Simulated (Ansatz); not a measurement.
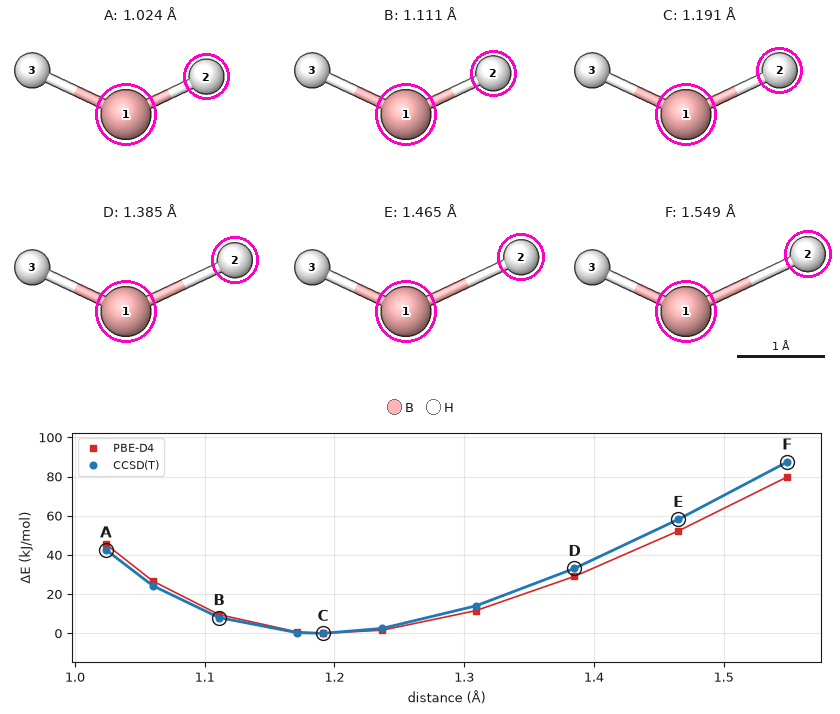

A scan of BH2 (multiplicity 2): the B1–H2 distance is varied, with the rest of the molecule carried along rigidly. The lettered frames are marked on the plot, at the values of CCSD(T). The picture is a ball-and-stick view, seen face on. The ringed atoms are those of the scanned coordinate.

Computed with Ansatz: CCSD(T), PBE-D4, basis def2-TZVPP, on geometries moved rigidly from the minimum at PBE0-D4/def2-TZVP. Coupled cluster with a frozen core. Energies are counted from the PBE0-D4/def2-TZVP minimum geometry at the same level.

Q: What does the scan show?

A: With CCSD(T): the lowest computed point lies at the distance 1.191 Å (0.0 kJ/mol). At the ends of the scan the energy is 42.6 kJ/mol (1.024 Å) and 87.5 kJ/mol (1.549 Å). The curvature at the lowest point is about 24 eV/Å² (3.9 mdyn/Å). The well is steeper on the short side, as for any bond. At 1.549 Å the levels give PBE-D4 79.8 kJ/mol, CCSD(T) 87.5 kJ/mol.
